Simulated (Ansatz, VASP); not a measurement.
# InGa: VASP beside Ansatz

Wanted: the spread between two codes on one cell, functional and k mesh. The cell is invented: As first built, before any earlier steps moved the atoms (in the runner's words): it takes the InBi structure with some of its atoms replaced by other elements, volume scaled by an estimate. It may not be a known or stable phase. The cell is taken from a series of VASP runs on this material, whose earlier steps may have relaxed, scaled or displaced it; both programs get it as it stands. Valence electrons are named where the data sets of a main pair hold unlike numbers.

Method: plane waves, with VASP 6.6.1 beside it; band structure at PBE and single point at PBE, in Ansatz 0.2.0.

## Step 1: Starting point

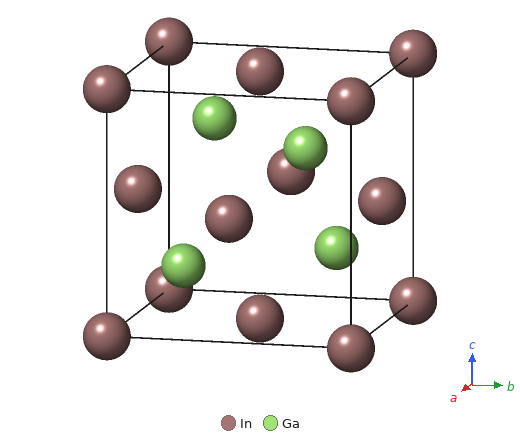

The starting structure, seen slightly off an axis (indium brown, gallium green). This picture shows the conventional cell, with its axes. Some periodic images of atoms are drawn too.

## Step 2: Ansatz: band structure, PBE

Ansatz runs on its default PAW (the set named soft_2) files.

A single point gives forces, pressure and levels at one fixed geometry, so differences don't come from the geometry; what else differs is listed under the comparison.

The input, input.yaml:

```yaml
crystal:
  lattice:
    - [0.0, 3.1745305689, 3.1745305689]
    - [3.1745305689, 0.0, 3.1745305689]
    - [3.1745305689, 3.1745305689, 0.0]
  atoms:
    - { symbol: In, position: [0.0, 0.0, 0.0] }
    - { symbol: Ga, position: [0.25, 0.25, 0.25] }
hamiltonian:
  xc: pbe
  pseudopotentials: { kind: paw }
kpoints:
  mp_grid: { grid: [6, 6, 6] }
  band_path:
    path:
      - [0.0, 0.0, 0.0]
      - [0.16667, 0.0, 0.16667]
      - [0.33333, 0.0, 0.33333]
      - [0.5, 0.0, 0.5]
      - [0.5, 0.08333, 0.58333]
      - [0.5, 0.18333, 0.68333]
      - [0.5, 0.25, 0.75]
      - [0.45, 0.3, 0.75]
      - [0.40833, 0.34167, 0.75]
      - [0.35, 0.35, 0.7]
      - [0.225, 0.225, 0.45]
      - [0.075, 0.075, 0.15]
      - [0.03333, 0.03333, 0.03333]
      - [0.23333, 0.23333, 0.23333]
      - [0.4, 0.4, 0.4]
      - [0.51667, 0.46667, 0.51667]
      - [0.55833, 0.38333, 0.55833]
      - [0.60833, 0.28333, 0.60833]
      - [0.60833, 0.25, 0.64167]
      - [0.55833, 0.25, 0.69167]
      - [0.51667, 0.25, 0.73333]
      - [0.5, 0.3, 0.7]
      - [0.5, 0.38333, 0.61667]
      - [0.5, 0.48333, 0.51667]
      - [0.475, 0.475, 0.55]
      - [0.425, 0.425, 0.65]
      - [0.38333, 0.38333, 0.73333]
      - [0.59167, 0.18333, 0.59167]
      - [0.55, 0.1, 0.55]
      - [0.5, 0.0, 0.5]
    npoints: 1
scf:
  occupations: { method: gaussian, width: 0.05 }
  n_extra_bands: 7
output:
  forces: true
  stress: true
  eigenvalues: true
```

The run is started by

```sh
> ansatz run input.yaml --threads 2 --pin off --max-ram 4608MiB --backend cpu --events-out ev --progress --plain --runs-dir out
```

Numbers of over 12 decimals in the logs are rounded to 6 here.

The program printed:

```text
scf.n_extra_bands = 7 over 13 filled bands (N_el = 26.0): the run solves 20 bands
Engine: ansatz 0.2.0, x86_64-unknown-linux-gnu
Pseudopotentials: kind: paw
Pseudopotential: In, paw, valence charge 13, recommended cutoff 420 eV (normal), In.paw.azcp
Pseudopotential: Ga, paw, valence charge 13, recommended cutoff 420 eV (normal), Ga.paw.azcp
Functional definition: PBE
  parameter kappa = 0.804
  parameter beta = 0.066725
  exchange = pbe_x(kappa = kappa, mu = beta*pi^2/3)
  correlation = pbe_c(beta = beta)
Crystal: 2 atoms, lattice volume = 63.984 Å³
Basis set: ecut = 420 eV, 1243 PW (Γ), exchange–correlation on 64×64×64 points (8 copies of the dense FFT grid, shifted against one another)
Bands: 20, of which v1, the nominal top of the filled ones, is band 13 counted from 1 (12 counted from 0)
Symmetry: 24 space group operations
Space group: F-43m (ITA 216), of the structure as read, at distance tolerance 4.0e-5 Å
k-points: 16 of 216 (time reversal used)
Non-local potential: In, projectors of the file, l = 0: 2, l = 1: 2, l = 2: 2, l = 3: 2
Non-local potential: Ga, projectors of the file, l = 0: 2, l = 1: 2, l = 2: 3, l = 3: 1
PAW form: soft (Blöchl's): semilocal exchange-correlation on the pseudo side does not see the compensation charge
PAW one-centre angular grid: In, 590 points (default); XC on 64 Gauss nodes
PAW one-centre angular grid: Ga, 590 points (default); XC on 64 Gauss nodes
Initial density: superposition of atomic densities (neutral atoms: chi_scale 0, normalization atom), corrected by the library's trained network
Initial wavefunctions: pseudopotential atomic-orbital guess
Functional: x = pbe(κ = 0.804, μ = 0.219515), c = pbe(β = 0.066725)
SCF iter   1: F=—  HF=-9380.180971 eV  |F-HF|=—  |Δ(HF+E_count)|=         —  Δρ=1.38e-3  dr2=1.24e-3  ethr=1.77e-3  ⟨swp⟩=6.1  Hψ=1650  notcnv=0
preconditioner: auto → LDOS  [insulator: Δε(μ)=0.142 eV  Ē_g=18.025 eV  σ=0.050 eV  W_gap=0.55  n_scr=14 (ndim 8)  ℏωp=23.7 eV  f_vac=0.062  D(μ)=1.93/eV (n_scr^D=14)  ε∞_Penn≈2.7  β→1.0]
SCF iter   2: F=—  HF=-9380.181101 eV  |F-HF|=—  |Δ(HF+E_count)|=   1.30e-4  Δρ=2.06e-3  dr2=1.63e-3  ethr=4.76e-6  ⟨swp⟩=2.0  Hψ=733  notcnv=0  defer=31
SCF iter   3: F=—  HF=-9380.180149 eV  |F-HF|=—  |Δ(HF+E_count)|=   9.51e-4  Δρ=2.95e-4  dr2=3.75e-5  ethr=4.76e-6  ⟨swp⟩=2.0  Hψ=493  notcnv=0  defer=31
SCF iter   4: F=—  HF=-9380.180180 eV  |F-HF|=—  |Δ(HF+E_count)|=   3.08e-5  Δρ=3.12e-4  dr2=4.43e-5  ethr=1.44e-7  ⟨swp⟩=2.0  Hψ=495  notcnv=0  defer=31
SCF iter   5: F=—  HF=-9380.180153 eV  |F-HF|=—  |Δ(HF+E_count)|=   2.70e-5  Δρ=8.36e-5  dr2=4.21e-6  ethr=1.44e-7  ⟨swp⟩=2.0  Hψ=475  notcnv=0  defer=31
SCF iter   6: F=—  HF=-9380.180152 eV  |F-HF|=—  |Δ(HF+E_count)|=   1.42e-6  Δρ=2.16e-5  dr2=3.27e-7  ethr=1.62e-8  ⟨swp⟩=2.0  Hψ=493  notcnv=0  defer=31
SCF iter   7: F=-9380.180152 eV  HF=-9380.180152 eV  |F-HF|=3.50e-9  |Δ(HF+E_count)|=   7.22e-8  Δρ=2.21e-6  dr2=4.32e-9  ethr=3.85e-10  ⟨swp⟩=8.7  Hψ=1662  notcnv=0
SCF 1 converged in 7 iterations: F = -9380.180152 eV  dr2 = 4.32e-9
  greatest PAW one-centre occupation: 0.994 electrons in one spin orbital (limit 2), on the Ga atom at site 1 (counted from 0), in its partial waves of l = 2
NSCF: frozen V_eff on 30 k-points
SCF converged after 7 iterations
Free energy (F): -9380.180152 eV
Harris-Foulkes:  -9380.180152 eV  (|F-HF|=3.50e-9)
Internal energy: -9380.177705 eV  (E = F + TS)
E sigma→0 (E₀):  -9380.178928 eV
Entropy (-TS):   -0.002447 eV (-1.223 meV/atom)
Fermi energy:    5.494712 eV
--- Per-component energies (eV) ---
  E_band       = -167.300376
  E_kinetic    = 355.149912
  E_local      = -3623.671212  (includes V_loc(G=0)·N_el)
  E_nonlocal   = 787.259862
  E_hartree    = 1587.049378
  E_xc         = -284.102137
  E_vxc        = -156.379630  (∫ρ·V_xc dr)
  E_paw        = -6137.150456  (= ΣΔE_a)
  E_vpaw       = -703.762007  (= ΣTr[D̂ρ^β])
  E_aug_tail   = -0.000066  (compensation charges beyond the density's cutoff)
  E_ewald      = -2064.712985
  E_smearing   = -0.002447  (= −TS)
  E_closure    = -0.000000  (closes the sum)
  Σ components = -9380.180152   (vs F -9380.180152, Δ=0.00e0)
--- Forces (eV/Å), atoms counted from 1 ---
  atom   1  In     0.00000000    -0.00000000    -0.00000000
  atom   2  Ga    -0.00000000     0.00000000    -0.00000000
  max |Σ_I F_I| component: 7.40e-17 eV/Å
--- Stress (GPa, compression-positive) ---
        0.020574      -0.000000       0.000000
        0.000000       0.020574      -0.000000
        0.000000      -0.000000       0.020574
  P = ⅓ Tr σ = 0.0206 GPa (0.206 kbar)
--- Band table (eV; the first three rows and the last of 16) ---
  k-point 0: bands = [... 9 lower, -8.6506, -2.9530, 7.7049, 7.9100, 7.9100, 7.9100, 9.8010, 9.8010, ... 3 higher]
  k-point 1: bands = [... 9 lower, -8.6466, -2.6660, 5.1650, 7.4106, 7.4106, 8.4059, 10.4120, 10.4120, ... 3 higher]
  k-point 2: bands = [... 9 lower, -8.6401, -1.8626, 2.6688, 6.8191, 6.8191, 7.9540, 10.7867, 10.7867, ... 3 higher]
  k-point 15: bands = [... 9 lower, -8.6022, 0.1338, 0.7927, 4.4429, 4.4943, 9.6009, 9.8797, 12.8726, ... 3 higher]
```

Wall time 1.7 s (2 threads of Intel Xeon 6975P-C (Granite Rapids), shared host); peak memory 0.39 GiB.

## Step 3: VASP: band structure, PBE

The same cell, functional, mesh and smearing now go to VASP, with its own data sets.

Lines of VASP's logs that name or quote its potential files are left out, and so is its time.

The input, INCAR:

```
SYSTEM = InGa
PREC = Accurate
ENCUT = 400
EDIFF = 1E-06
NELM = 100
ISMEAR = 0
SIGMA = 0.05
LREAL = .FALSE.
ALGO = Normal
GGA = PE
LORBIT = 11
LWAVE = .FALSE.
LCHARG = .FALSE.
```

The input, POSCAR:

```
InGa
1.0
    0.0000000000      3.1745305689      3.1745305689
    3.1745305689      0.0000000000      3.1745305689
    3.1745305689      3.1745305689      0.0000000000
In Ga
1 1
Direct
    0.0000000000      0.0000000000      0.0000000000
    0.2500000000      0.2500000000      0.2500000000
```

The input, KPOINTS:

```
Automatic mesh
0
Gamma
6 6 6
0 0 0
```

The input, KPOINTS_OPT:

```
Line mode
16
Line-mode
Reciprocal
  0.00000000   0.00000000   0.00000000 GAMMA
  0.50000000   0.00000000   0.50000000 X

  0.50000000   0.00000000   0.50000000 X
  0.50000000   0.25000000   0.75000000 W

  0.50000000   0.25000000   0.75000000 W
  0.37500000   0.37500000   0.75000000 K

  0.37500000   0.37500000   0.75000000 K
  0.00000000   0.00000000   0.00000000 GAMMA

  0.00000000   0.00000000   0.00000000 GAMMA
  0.50000000   0.50000000   0.50000000 L

  0.50000000   0.50000000   0.50000000 L
  0.62500000   0.25000000   0.62500000 U

  0.62500000   0.25000000   0.62500000 U
  0.50000000   0.25000000   0.75000000 W

  0.50000000   0.25000000   0.75000000 W
  0.50000000   0.50000000   0.50000000 L

  0.50000000   0.50000000   0.50000000 L
  0.37500000   0.37500000   0.75000000 K

  0.62500000   0.25000000   0.62500000 U
  0.50000000   0.00000000   0.50000000 X
```

The projector-augmented-wave data sets are In_d and Ga_d (PBE family, release 64).

The run is started by

```sh
> mpirun -np 1 vasp_std
```

The program printed:

```text
[banner, memory and clock lines left out]
running    1 mpi-ranks, on    1 nodes
 distrk:  each k-point on    1 cores,    1 groups
 distr:  one band on    1 cores,    1 groups

 POSCAR found type information on POSCAR InGa
 POSCAR found :  2 types and       2 ions
 LDA part: xc-table for (Slater+PW92), standard interpolation
 POSCAR, INCAR and KPOINTS ok, starting setup
 FFT: planning ... GRIDC
 FFT: planning ... GRID_SOFT
 FFT: planning ... GRID
 WAVECAR not read
 entering main loop
       N       E                     dE             d eps       ncg     rms          rms(c)
DAV:   1     0.154701811587E+03    0.15470E+03   -0.11740E+04   544   0.185E+03
DAV:   3    -0.454478999776E+01   -0.11695E+02   -0.11656E+02   706   0.116E+02
DAV:   4    -0.479324105243E+01   -0.24845E+00   -0.24832E+00   637   0.183E+01
DAV:   5    -0.480517030265E+01   -0.11929E-01   -0.11928E-01   806   0.318E+00    0.263E+00
DAV:   6    -0.478197991939E+01    0.23190E-01   -0.66658E-02   691   0.534E+00    0.135E+00
DAV:   7    -0.478112712109E+01    0.85280E-03   -0.30881E-02   812   0.320E+00    0.267E-01
DAV:   8    -0.478154534973E+01   -0.41823E-03   -0.55539E-03   621   0.102E+00    0.467E-02
DAV:   9    -0.478162918103E+01   -0.83831E-04   -0.36300E-04   666   0.480E-01    0.312E-02
DAV:  10    -0.478164908124E+01   -0.19900E-04   -0.56828E-05   628   0.831E-02    0.748E-03
DAV:  11    -0.478165066228E+01   -0.15810E-05   -0.59240E-06   625   0.740E-02    0.285E-03
DAV:  12    -0.478165101777E+01   -0.35549E-06   -0.16160E-06   480   0.129E-02
   1 F= -.47816510E+01 E0= -.47804234E+01  d E =-.245517E-02
 Start KPOINTS_OPT (optional k-point list driver)
k-point batch [1-16\160]
       N       E                     dE             ncg
DAV:   1    -0.104214929857E+04   -0.69781E+04      544
DAV:   2    -0.337470146659E+04   -0.23326E+04      545
DAV:   3    -0.356878312837E+04   -0.19408E+03      676
DAV:   4    -0.357345015977E+04   -0.46670E+01      655
DAV:   5    -0.357363044274E+04   -0.18028E+00      805
DAV:   6    -0.357363445431E+04   -0.40116E-02      713
DAV:   7    -0.357363462121E+04   -0.16691E-03      835
DAV:   8    -0.357363462361E+04   -0.23999E-05      458
DAV:   9    -0.357363462373E+04   -0.11870E-06      442
[...]
k-point batch [145-160\160]
       N       E                     dE             ncg
DAV:   1    -0.118112517362E+04   -0.13158E+05      545
DAV:   2    -0.348892422577E+04   -0.23078E+04      552
DAV:   3    -0.366692491386E+04   -0.17800E+03      582
DAV:   4    -0.367138792059E+04   -0.44630E+01      669
DAV:   5    -0.367158500196E+04   -0.19708E+00      736
DAV:   6    -0.367159092743E+04   -0.59255E-02      720
DAV:   7    -0.367159117070E+04   -0.24327E-03      816
DAV:   8    -0.367159117281E+04   -0.21172E-05      440
DAV:   9    -0.367159117296E+04   -0.14275E-06      320
```

Parts of OUTCAR (step 3):

```text
ion  position               nearest neighbor table
   1  0.000  0.000  0.000-   2 2.75   2 2.75   2 2.75   2 2.75
   2  0.250  0.250  0.250-   1 2.75   1 2.75   1 2.75   1 2.75

  LATTYP: Found a face centered cubic cell.
 ALAT       =     6.3490611378

 Subroutine GETGRP returns: Found 24 space group operations
 (whereof 24 operations were pure point group operations)

The static configuration has the point symmetry T_d .

 Found     16 irreducible k-points:

   k-points           NKPTS =     16   k-points in BZ     NKDIM =     16   number of bands    NBANDS=     17

   dimension x,y,z NGX =    30 NGY =   30 NGZ =   30
   dimension x,y,z NGXF=    60 NGYF=   60 NGZF=   60

   ENCUT  =  400.0 eV  29.40 Ry    5.42 a.u.   7.32  7.32  7.32*2*pi/ulx,y,z

   NELECT =      26.0000    total number of electrons

 k-points in reciprocal lattice and weights: Automatic mesh
   0.00000000  0.00000000  0.00000000       0.005
   0.16666667  0.00000000  0.00000000       0.037
   0.33333333  0.00000000  0.00000000       0.037
   0.50000000  0.00000000  0.00000000       0.019
   0.16666667  0.16666667  0.00000000       0.028
   0.33333333  0.16666667  0.00000000       0.111
   0.50000000  0.16666667  0.00000000       0.111
  -0.33333333  0.16666667  0.00000000       0.111
  -0.16666667  0.16666667  0.00000000       0.056
[...]
-0.33333333  0.33333333  0.16666667       0.111
  -0.33333333  0.50000000  0.16666667       0.056

 average (electrostatic) potential at core
       1 -97.9143       2 -67.0888

 E-fermi :   3.1482

 k-point     1 :       0.0000    0.0000    0.0000
  band No.  band energies     occupation
    ...
      7     -11.0639      2.00000
      8     -11.0639      2.00000
      9     -11.0020      2.00000
     10     -11.0020      2.00000
     11      -5.2998      2.00000
     12       5.3542      0.00000
     13       5.5643      0.00000
     14       5.5643      0.00000
     15       5.5643      0.00000
     16       7.4533      0.00000
    ...

 k-point     2 :       0.1667    0.0000    0.0000
  band No.  band energies     occupation
    ...
      8     -11.0643      2.00000
      9     -10.9984      2.00000
     10     -10.9984      2.00000
     11      -5.0128      2.00000
     12       2.8175      2.00000
     13       5.0646      0.00000
     14       5.0646      0.00000
     15       6.0564      0.00000
     16       8.0649      0.00000
     17       8.0650      0.00000

 k-point     3 :       0.3333    0.0000    0.0000
  band No.  band energies     occupation
    ...
      8     -11.0627      2.00000
      9     -10.9924      2.00000
     10     -10.9924      2.00000
     11      -4.2094      2.00000
     12       0.3218      2.00000
     13       4.4730      0.00000
     14       4.4730      0.00000
     15       5.6044      0.00000
     16       8.4400      0.00000
     17       8.4400      0.00000

  Total       -0.0548308     -0.0548308     -0.0548308     -0.0000000     -0.0000000      0.0000000
  in kB       -1.3729868     -1.3729868     -1.3729868     -0.0000000     -0.0000000      0.0000000
  external PRESSURE =      -1.3729868 kB  Pullay stress =       0.0000000 kB

  energy-cutoff  :      400.00
  volume of cell :       63.98
      direct lattice vectors                 reciprocal lattice vectors
     0.000000000  3.174530569  3.174530569    -0.157503602  0.157503602  0.157503602
     3.174530569  0.000000000  3.174530569     0.157503602 -0.157503602  0.157503602
     3.174530569  3.174530569  0.000000000     0.157503602  0.157503602 -0.157503602

 POSITION                                       TOTAL-FORCE (eV/Angst)
 -----------------------------------------------------------------------------------
      0.00000      0.00000      0.00000         0.000000      0.000000      0.000000
      1.58727      1.58727      1.58727        -0.000000     -0.000000     -0.000000
 -----------------------------------------------------------------------------------
    total drift:                               -0.000001     -0.000001     -0.000001

  FREE ENERGIE OF THE ION-ELECTRON SYSTEM (eV)
  ---------------------------------------------------
  free  energy   TOTEN  =        -4.7816510178 eV

  energy  without entropy=       -4.7791958460  energy(sigma->0) =       -4.78042343

 total charge
# of ion       s       p       d       tot
------------------------------------------
    1        0.975   0.583   9.838  11.395
    2        1.030   0.594   9.929  11.553
--------------------------------------------------
tot          2.005   1.177  19.767  22.948

[... 3 further parts left out ...]
```

The run ends at a pressure of -0.14 GPa.

(Continued in part 2 of 2.)

[Lines on the potential files, build, host, timing and source positions are cut from VASP's logs without a mark.]

[Logs are printed without paths, hosts, clocks, repeated set-up lines and the standing remarks that a program may print on its own settings, such as how far it seeks lower states.]

[Hosts, paths, dates, database ids (printed as entryN), source tags and the programs' standing remarks are cut or masked in the printed files.]
